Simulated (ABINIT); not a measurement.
# Quasiparticle gap of Sr2FeH6 (Fm-3m) in ABINIT

Wanted: ground state, empty states, screening and self-energy for Sr2FeH6 (Fm-3m).

Method: LDA and many-body steps on it, plane waves, in ABINIT 10.8.3.

### Step 1. Starting point

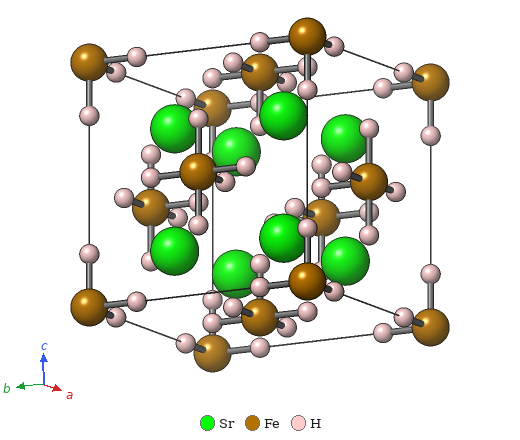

The starting structure, seen from a free direction (strontium green, iron orange, hydrogen pink). This picture shows the conventional cell, with its axes. Some periodic images of atoms are drawn too.

As a file:

```cif
data_structure
_symmetry_space_group_name_H-M 'Fm-3m'
_symmetry_Int_Tables_number 225
_cell_length_a 7.4153
_cell_length_b 7.4153
_cell_length_c 7.4153
_cell_angle_alpha 90.000
_cell_angle_beta 90.000
_cell_angle_gamma 90.000
_cell_volume 407.74
loop_
_atom_site_label
_atom_site_type_symbol
_atom_site_symmetry_multiplicity
_atom_site_Wyckoff_symbol
_atom_site_fract_x
_atom_site_fract_y
_atom_site_fract_z
_atom_site_occupancy
Sr1 Sr 8 c 0.25000 0.25000 0.75000 1
Fe1 Fe 4 a 0.00000 0.00000 0.00000 1
H1 H 24 e 0.00000 0.00000 0.78246 1
```

The cell and positions are those that the Materials Project relaxed with its own functionals (PBE, PBE+U or r2SCAN), kept fixed.

### Step 2. Ground state

This step: ABINIT 10.8.3; DFT, LDA, plane waves, norm-conserving pseudopotentials.

The ground-state density comes first.

Contents of run.abi:

```
acell 3*1.0 Angstrom
rprim 
  -0.000000000000 3.707652250000 3.707652250000
  3.707652250000 -0.000000000000 3.707652250000
  3.707652250000 3.707652250000 -0.000000000000
ntypat 3
znucl 38 26 1
natom 9
typat 1 1 2 3 3 3 3 3 3
xred 
  0.750000000000 0.750000000000 0.750000000000
  0.250000000000 0.250000000000 0.250000000000
  0.000000000000 0.000000000000 0.000000000000
  0.782457990000 0.782457990000 0.217542010000
  0.217542010000 0.782457990000 0.217542010000
  0.782457990000 0.217542010000 0.217542010000
  0.217542010000 0.217542010000 0.782457990000
  0.782457990000 0.217542010000 0.782457990000
  0.217542010000 0.782457990000 0.782457990000
pp_dirpath "pseudos"
pseudos "Sr.upf, Fe.upf, H.upf"
ecut 39
ngkpt 6 6 6
nshiftk 1
shiftk 0 0 0
kptopt 1
chksymbreak 0
nband 29
occopt 1
tolvrs 1e-10
nstep 60
prtwf 0
optforces 0
optstress 0
indata_prefix "in"
outdata_prefix "out"
tmpdata_prefix "tmp"
```

Started as:

```
$ OMP_NUM_THREADS=1 mpirun -n 4 abinit run.abi > log
```

Numbers of over 12 decimals in the logs are rounded to 6 here.

The program printed:

```text
.Version 10.8.3 of ABINIT. v10.8.2 released Aug 2026.

 Symmetries : space group Fm -3 m (#225); Bravais cF (face-center cubic)
================================================================================
 Values of the parameters that define the memory need of the present run
     intxc =       0    ionmov =       0      iscf =       7    lmnmax =       6
     lnmax =       6     mgfft =      60  mpssoang =       3    mqgrid =    3001
     natom =       9  nloc_mem =       1    nspden =       1   nspinor =       1
    nsppol =       1      nsym =      48    n1xccc =    2501    ntypat =       3
    occopt =       1   xclevel =       1
-    mband =          29        mffmem =           1         mkmem =           4
       mpw =        8030          nfft =      216000          nkpt =          16
================================================================================
  Rough estimation (10% accuracy) of disk space for files :
================================================================================

--------------------------------------------------------------------------------
------------- Echo of variables that govern the present computation ------------
--------------------------------------------------------------------------------
 -outvars: echo values of preprocessed input variables --------
            acell      1.8897261259E+00  1.8897261259E+00  1.8897261259E+00 Bohr

      chksymbreak           0
             ecut      3.90000000E+01 Hartree
-          fftalg         312

              ixc       -1012
              kpt      0.00000000E+00  0.00000000E+00  0.00000000E+00
                       1.66666667E-01  0.00000000E+00  0.00000000E+00
                       3.33333333E-01  0.00000000E+00  0.00000000E+00
                       5.00000000E-01  0.00000000E+00  0.00000000E+00
                       1.66666667E-01  1.66666667E-01  0.00000000E+00
                       3.33333333E-01  1.66666667E-01  0.00000000E+00
                       5.00000000E-01  1.66666667E-01  0.00000000E+00
                      -3.33333333E-01  1.66666667E-01  0.00000000E+00
                      -1.66666667E-01  1.66666667E-01  0.00000000E+00
   [... 5 further rows ...]
                      -3.33333333E-01  3.33333333E-01  1.66666667E-01
                      -3.33333333E-01  5.00000000E-01  1.66666667E-01
         kptrlatt        6    0    0      0    6    0      0    0    6
          kptrlen      5.94516770E+01
P           mkmem           4
            natom           9
            nband          29
            ngfft          60      60      60
             nkpt          16
            nstep          60
             nsym          48
           ntypat           3
              occ      2.000000  2.000000  2.000000  2.000000  2.000000  2.000000
                       2.000000  2.000000  2.000000  2.000000  2.000000  2.000000
                       2.000000  2.000000  2.000000  2.000000  2.000000  2.000000
                       2.000000  2.000000  2.000000  0.000000  0.000000  0.000000
                       0.000000  0.000000  0.000000  0.000000  0.000000
        optforces           0
        optstress           0
            prtwf           0
            rprim     -0.0000000000E+00  3.7076522500E+00  3.7076522500E+00
[...]
spgroup         225

           tolvrs      1.00000000E-10

             xred      7.5000000000E-01  7.5000000000E-01  7.5000000000E-01
[...]
znucl       38.00000   26.00000    1.00000

================================================================================

 chkinp: Checking input parameters for consistency.

================================================================================
== DATASET  1 ==================================================================
-   mpi_nproc: 4, omp_nthreads: 1 (-1 if OMP is not activated)

--- !DatasetInfo
iteration_state: {dtset: 1, }
dimensions: {natom: 9, nkpt: 16, mband: 29, nsppol: 1, nspinor: 1, nspden: 1, mpw: 8030, }
cutoff_energies: {ecut:  39.0, pawecutdg:  -1.0, }
electrons: {nelect:   4.20000000E+01, charge:   0.00000000E+00, occopt:   1.00000000E+00, tsmear:   1.00000000E-02, }

 Real(R)+Recip(G) space primitive vectors, cartesian coordinates (Bohr,Bohr^-1):
 R(1)=  0.0000000  7.0064473  7.0064473  G(1)= -0.0713628  0.0713628  0.0713628
 R(2)=  7.0064473  0.0000000  7.0064473  G(2)=  0.0713628 -0.0713628  0.0713628
 R(3)=  7.0064473  7.0064473  0.0000000  G(3)=  0.0713628  0.0713628 -0.0713628
 Unit cell volume ucvol=  6.8789726E+02 bohr^3
 Angles (23,13,12)=  6.00000000E+01  6.00000000E+01  6.00000000E+01 degrees

 getcut: wavevector=  0.0000  0.0000  0.0000  ngfft=  60  60  60
         ecut(hartree)=     39.000   => boxcut(ratio)=   2.15398

--- Pseudopotential description ------------------------------------------------
- Sr Generated using ONCVPSP code by D. R. Hamann
- 38.00000  10.00000  180309                  znucl, zion, pspdat
12 -1012 2 -1 1812                            pspcod,pspxc,lmax,lloc,mmax
     nproj     2     2     2
  pspatm : epsatm=   12.22067766
         --- l  ekb(1:nproj) -->
[...]
pspatm: atomic psp has been read  and splines computed

- Fe Generated using ONCVPSP code by D. R. Hamann
- 26.00000  16.00000  180309                  znucl, zion, pspdat
[...]
pspatm: atomic psp has been read  and splines computed

- H Generated using ONCVPSP code by D. R. Hamann
-  1.00000   1.00000  180309                  znucl, zion, pspdat
12 -1012 1 -1 1180                            pspcod,pspxc,lmax,lloc,mmax
     nproj     2     1     0
  pspatm : epsatm=    0.35439867
         --- l  ekb(1:nproj) -->
[...]
1   -0.275071
 pspatm: atomic psp has been read  and splines computed

   1.75194689E+03                                ecore*ucvol(ha*bohr**3)
--------------------------------------------------------------------------------

_setup2: Arith. and geom. avg. npw (full set) are    8001.551    8001.539

================================================================================

--- !BeginCycle
iteration_state: {dtset: 1, }
solver: {iscf: 7, nstep: 60, nline: 4, wfoptalg: 0, }
tolerances: {tolvrs: 1.00E-10, }

     iter   Etot(hartree)      deltaE(h)  residm     vres2
 ETOT  1  -196.88489890928    -1.969E+02 1.580E-01 1.070E+03
 ETOT  2  -196.18704298633     6.979E-01 2.175E-02 9.149E+03
 ETOT  3  -196.71628040141    -5.292E-01 3.852E-03 5.357E+03
 ETOT  4  -197.24830459962    -5.320E-01 5.496E-03 1.485E+03
 ETOT  5  -197.41874722339    -1.704E-01 1.056E-03 4.170E+01
 ETOT  6  -197.42198926976    -3.242E-03 6.969E-04 4.008E+00
 ETOT  7  -197.42252131972    -5.320E-04 2.964E-04 4.457E-01
 ETOT  8  -197.42257278747    -5.147E-05 4.162E-04 1.659E-03
 ETOT  9  -197.42257307074    -2.833E-07 1.513E-04 1.465E-03
 ETOT 10  -197.42257320222    -1.315E-07 1.951E-04 3.919E-05
 ETOT 11  -197.42257320504    -2.816E-09 6.428E-05 9.895E-08
 ETOT 12  -197.42257320506    -2.498E-11 7.852E-05 8.007E-08
 ETOT 13  -197.42257320509    -2.478E-11 2.455E-05 4.917E-10
 ETOT 14  -197.42257320508     1.023E-11 3.005E-05 1.375E-11

 At SCF step   14       vres2   =  1.38E-11 < tolvrs=  1.00E-10 =>converged.

--- !ResultsGS
iteration_state: {dtset: 1, }
comment   : Summary of ground state results
lattice_vectors:
- [ -0.0000000,   7.0064473,   7.0064473, ]
- [  7.0064473,  -0.0000000,   7.0064473, ]
- [  7.0064473,   7.0064473,  -0.0000000, ]
lattice_lengths: [   9.90861,    9.90861,    9.90861, ]
lattice_angles: [ 60.000,  60.000,  60.000, ] # degrees, (23, 13, 12)
lattice_volume:   6.8789726E+02
convergence: {deltae:  1.023E-11, res2:  1.375E-11, residm:  3.005E-05, diffor:  0.000E+00, }
etotal    :  -1.97422573E+02
entropy   :   0.00000000E+00
fermie    :   1.95851979E-01
cartesian_stress_tensor: null
pressure_GPa: null
xred      :
- [  7.5000E-01,   7.5000E-01,   7.5000E-01, Sr]
- [  2.5000E-01,   2.5000E-01,   2.5000E-01, Sr]
- [  0.0000E+00,   0.0000E+00,   0.0000E+00, Fe]
- [  7.8246E-01,   7.8246E-01,   2.1754E-01,  H]
- [  2.1754E-01,   7.8246E-01,   2.1754E-01,  H]
- [  7.8246E-01,   2.1754E-01,   2.1754E-01,  H]
- [  2.1754E-01,   2.1754E-01,   7.8246E-01,  H]
- [  7.8246E-01,   2.1754E-01,   7.8246E-01,  H]
- [  2.1754E-01,   7.8246E-01,   7.8246E-01,  H]
cartesian_forces: null
force_length_stats: {min: null, max: null, mean: null, }

 Integrated electronic density in atomic spheres:
 ------------------------------------------------
 Atom  Sphere_radius  Integrated_density
[...]
================================================================================

 ----iterations are completed or convergence reached----

 Mean square residual over all n,k,spin=   18.300E-08; max=  30.049E-06
 reduced coordinates (array xred) for    9 atoms
[...]
0.217542010000      0.782457990000      0.217542010000
       0.782457990000      0.217542010000      0.217542010000
       0.217542010000      0.217542010000      0.782457990000
       0.782457990000      0.217542010000      0.782457990000
       0.217542010000      0.782457990000      0.782457990000
 rms dE/dt=  0.0000E+00; max dE/dt=  0.0000E+00; dE/dt below (all hartree)
    1       0.000000000000      0.000000000000      0.000000000000
    2       0.000000000000      0.000000000000      0.000000000000
    3       0.000000000000      0.000000000000      0.000000000000
    4       0.000000000000      0.000000000000      0.000000000000
    5       0.000000000000      0.000000000000      0.000000000000
    6       0.000000000000      0.000000000000      0.000000000000
    7       0.000000000000      0.000000000000      0.000000000000
    8       0.000000000000      0.000000000000      0.000000000000
    9       0.000000000000      0.000000000000      0.000000000000

 cartesian coordinates (angstrom) at end:
    1      5.561478     5.561478     5.561478
[...]
5      3.707652     1.613140     3.707652
    6      1.613140     3.707652     3.707652
    7      3.707652     3.707652     1.613140
    8      3.707652     5.802164     3.707652
    9      5.802164     3.707652     3.707652
 length scales=  1.889726125908  1.889726125908  1.889726125908 bohr
              =  1.000000000000  1.000000000000  1.000000000000 angstroms
 prteigrs : about to open file out_EIG
 Fermi (or HOMO) energy (hartree) =   0.19585   Average Vxc (hartree)=  -0.36608
 Eigenvalues (hartree) for nkpt=  16  k points:
 kpt#   1, nband= 29, wtk=  0.00463, kpt=  0.0000  0.0000  0.0000 (reduced coord)
  -2.92589   -1.69390   -1.69390   -1.69390   -1.06778   -1.06423   -0.41447   -0.41447
  -0.41447   -0.40223   -0.40223   -0.40223   -0.06660    0.06652    0.06652    0.07622
   0.07622    0.07622    0.19585    0.19585    0.19585    0.28013    0.28013    0.32225
   0.44605    0.44605    0.44633    0.44916    0.44916
 prteigrs : prtvol=0 or 1, do not print more k-points.

--- !EnergyTerms
iteration_state     : {dtset: 1, }
comment             : Components of total free energy in Hartree
kinetic             :  7.87473644469429E+01
hartree             :  6.84312543555731E+01
xc                  : -3.63718162225590E+01
Ewald energy        : -1.04712215473035E+02
psp_core            :  2.54681475771449E+00
local_psp           : -2.08867854574891E+02
non_local_psp       :  2.80387950517490E+00
total_energy        : -1.97422573205079E+02
total_energy_eV     : -5.37214189315887E+03
band_energy         : -2.33264025228366E+01

== END DATASET(S) ==============================================================
================================================================================

 -outvars: echo values of variables after computation  --------
           etotal     -1.9742257321E+02
            nband          29
             nkpt          16
          spgroup         225
 [... the other variables as echoed above ...]

 Calculation completed.
```

Elapsed: 62 s, on 4 MPI ranks of Arm Neoverse V1, shared host; peak memory 0.56 GiB; 4.1 min of CPU time.

This step gave:

```
total energy               : -5372.1419 eV
gap                        : 1.014 eV
k of the valence top       : 0, 0, 0
k of the conduction bottom : 0.5, 0.5, 0
least direct gap           : 1.079 eV
```

The gap is indirect, with the least direct gap 0.07 eV higher.

### Step 3. Empty states on the mesh, 2×2×2 mesh, 204 bands

The sums over transitions need many empty states on a uniform mesh; this step solves for them.

run.abi: that of step 2 with these lines changed.

```diff
@@ -22,3 +22,3 @@
 ecut 39
-ngkpt 6 6 6
+ngkpt 2 2 2
 nshiftk 1
@@ -27,9 +27,10 @@
 chksymbreak 0
-nband 29
-occopt 1
-tolvrs 1e-10
+iscf -2
+irdden 1
+istwfk *1
+nband 204
+nbdbuf 18
+tolwfr 1e-09
 nstep 60
-prtwf 0
-optforces 0
-optstress 0
+prtvol 0
 indata_prefix "in"
```

The program printed:

```text
.Version 10.8.3 of ABINIT. v10.8.2 released Aug 2026.

 Symmetries : space group Fm -3 m (#225); Bravais cF (face-center cubic)
[... echo of the input left out ...]
== DATASET  1 ==================================================================
-   mpi_nproc: 4, omp_nthreads: 1 (-1 if OMP is not activated)
-    --> not optimal distribution: autoparal keyword recommended in input file <--

--- !DatasetInfo
iteration_state: {dtset: 1, }
dimensions: {natom: 9, nkpt: 3, mband: 204, nsppol: 1, nspinor: 1, nspden: 1, mpw: 8026, }
cutoff_energies: {ecut:  39.0, pawecutdg:  -1.0, }
electrons: {nelect:   4.20000000E+01, charge:   0.00000000E+00, occopt:   1.00000000E+00, tsmear:   1.00000000E-02, }

 Real(R)+Recip(G) space primitive vectors, cartesian coordinates (Bohr,Bohr^-1):
 R(1)=  0.0000000  7.0064473  7.0064473  G(1)= -0.0713628  0.0713628  0.0713628
 R(2)=  7.0064473  0.0000000  7.0064473  G(2)=  0.0713628 -0.0713628  0.0713628
 R(3)=  7.0064473  7.0064473  0.0000000  G(3)=  0.0713628  0.0713628 -0.0713628
 Unit cell volume ucvol=  6.8789726E+02 bohr^3
 Angles (23,13,12)=  6.00000000E+01  6.00000000E+01  6.00000000E+01 degrees

 getcut: wavevector=  0.0000  0.0000  0.0000  ngfft=  60  60  60
         ecut(hartree)=     39.000   => boxcut(ratio)=   2.15398

--- Pseudopotential description ------------------------------------------------
- Sr Generated using ONCVPSP code by D. R. Hamann
- 38.00000  10.00000  180309                  znucl, zion, pspdat
12 -1012 2 -1 1812                            pspcod,pspxc,lmax,lloc,mmax
     nproj     2     2     2
  pspatm : epsatm=   12.22067766
         --- l  ekb(1:nproj) -->
             0   10.067142    1.054393
             1    7.520551    1.675795
             2    4.085003    0.971115
 pspatm: atomic psp has been read  and splines computed

- Fe Generated using ONCVPSP code by D. R. Hamann
- 26.00000  16.00000  180309                  znucl, zion, pspdat
12 -1012 2 -1 1408                            pspcod,pspxc,lmax,lloc,mmax
     nproj     2     2     2
  pspatm : epsatm=   15.14527392
         --- l  ekb(1:nproj) -->
[...]
pspatm: atomic psp has been read  and splines computed

- H Generated using ONCVPSP code by D. R. Hamann
-  1.00000   1.00000  180309                  znucl, zion, pspdat
12 -1012 1 -1 1180                            pspcod,pspxc,lmax,lloc,mmax
     nproj     2     1     0
  pspatm : epsatm=    0.35439867
         --- l  ekb(1:nproj) -->
[...]
1   -0.275071
 pspatm: atomic psp has been read  and splines computed

--------------------------------------------------------------------------------

================================================================================
 prteigrs : about to open file out_EIG
 Non-SCF case, kpt    1 (  0.00000  0.00000  0.00000), residuals and eigenvalues=
[...]
5.45E-10  7.88E-10  9.37E-11  1.34E-10  1.18E-10  7.05E-11  9.43E-11  4.75E-10
[...]
5.89E-05  1.18E-04  6.75E-04  9.06E-04
 -2.9259E+00 -1.6939E+00 -1.6939E+00 -1.6939E+00 -1.0678E+00 -1.0642E+00
 -4.1447E-01 -4.1447E-01 -4.1447E-01 -4.0223E-01 -4.0223E-01 -4.0223E-01
 -6.6599E-02  6.6515E-02  6.6515E-02  7.6219E-02  7.6219E-02  7.6219E-02
[...]
2.8886E+00  2.8886E+00  2.8896E+00  2.9675E+00  2.9795E+00  2.9795E+00
  3.0028E+00  3.0028E+00  3.0029E+00  3.0447E+00  3.0465E+00  3.0494E+00
 prteigrs : prtvol=0 or 1, do not print more k-points.

--- !ResultsGS
iteration_state: {dtset: 1, }
comment   : Summary of ground state results
lattice_vectors:
- [ -0.0000000,   7.0064473,   7.0064473, ]
- [  7.0064473,  -0.0000000,   7.0064473, ]
- [  7.0064473,   7.0064473,  -0.0000000, ]
lattice_lengths: [   9.90861,    9.90861,    9.90861, ]
lattice_angles: [ 60.000,  60.000,  60.000, ] # degrees, (23, 13, 12)
lattice_volume:   6.8789726E+02
convergence: {deltae:  0.000E+00, res2:  0.000E+00, residm:  9.961E-10, diffor:  0.000E+00, }
etotal    :  -1.97422573E+02
entropy   :   0.00000000E+00
fermie    :   1.95851979E-01
cartesian_stress_tensor: null
pressure_GPa: null
xred      :
- [  7.5000E-01,   7.5000E-01,   7.5000E-01, Sr]
- [  2.5000E-01,   2.5000E-01,   2.5000E-01, Sr]
- [  0.0000E+00,   0.0000E+00,   0.0000E+00, Fe]
- [  7.8246E-01,   7.8246E-01,   2.1754E-01,  H]
- [  2.1754E-01,   7.8246E-01,   2.1754E-01,  H]
- [  7.8246E-01,   2.1754E-01,   2.1754E-01,  H]
- [  2.1754E-01,   2.1754E-01,   7.8246E-01,  H]
- [  7.8246E-01,   2.1754E-01,   7.8246E-01,  H]
- [  2.1754E-01,   7.8246E-01,   7.8246E-01,  H]
cartesian_forces: null
force_length_stats: {min: null, max: null, mean: null, }

 Integrated electronic density in atomic spheres:
 ------------------------------------------------
 Atom  Sphere_radius  Integrated_density
[...]
================================================================================

 ----iterations are completed or convergence reached----

 Mean square residual over all n,k,spin=   30.241E-11; max=  99.614E-11
 reduced coordinates (array xred) for    9 atoms
[...]
0.782457990000      0.217542010000      0.782457990000
       0.217542010000      0.782457990000      0.782457990000

 cartesian coordinates (angstrom) at end:
    1      5.561478     5.561478     5.561478
    2      1.853826     1.853826     1.853826
[...]
9      5.802164     3.707652     3.707652
 length scales=  1.889726125908  1.889726125908  1.889726125908 bohr
              =  1.000000000000  1.000000000000  1.000000000000 angstroms
 prteigrs : about to open file out_EIG
 Eigenvalues (hartree) for nkpt=   3  k points:
 kpt#   1, nband=204, wtk=  0.12500, kpt=  0.0000  0.0000  0.0000 (reduced coord)
[...]
2.79784    2.80073    2.80073    2.80073    2.86902    2.86902    2.86902    2.88861
   2.88861    2.88861    2.88957    2.96752    2.97947    2.97953    3.00281    3.00282
   3.00294    3.04471    3.04650    3.04942
 prteigrs : prtvol=0 or 1, do not print more k-points.

== END DATASET(S) ==============================================================
================================================================================

 -outvars: echo values of variables after computation  --------
            nband         204
             nkpt           3
          spgroup         225
 [... the other variables as echoed above ...]

 Calculation completed.
```

Wall time 77 s (4 MPI ranks); peak memory 0.5 GiB; 5.1 min of CPU time.

This step gave:

```
gap                                                           : 1.014 eV
k of the valence top                                          : 0, 0, 0
k of the conduction bottom                                    : 0.5, 0.5, 0
least direct gap                                              : 1.079 eV
k points computed                                             : 3
lowest point of the top converged band, above the valence top : 69.9588 eV
```

On this mesh the gap is 1.014 eV.

[end of part 1 of 2]

[Paths, hosts, dates, memory and timing lines, banners, echoed tables and standing remarks are left out of the program output.]

[Logs are printed without paths, hosts, clocks, repeated set-up lines and the standing remarks that a program may print on its own settings, such as how far it seeks lower states.]

[Runs of the session that timed out or met a known fault of the program may be left out.]

[Hosts, paths, dates, database ids (printed as entryN), source tags and the programs' standing remarks are cut or masked in the printed files.]

[G0W0 gaps are taken among the corrected bands and points alone; a level outside them can change the order at an edge.]

[Where Ansatz stands beside ABINIT at settings called matched, ABINIT's density can come from a denser mesh and the files from another edition; pairs whose starting gaps differed by over 0.03 eV were left out, so agreement reads better than it is.]
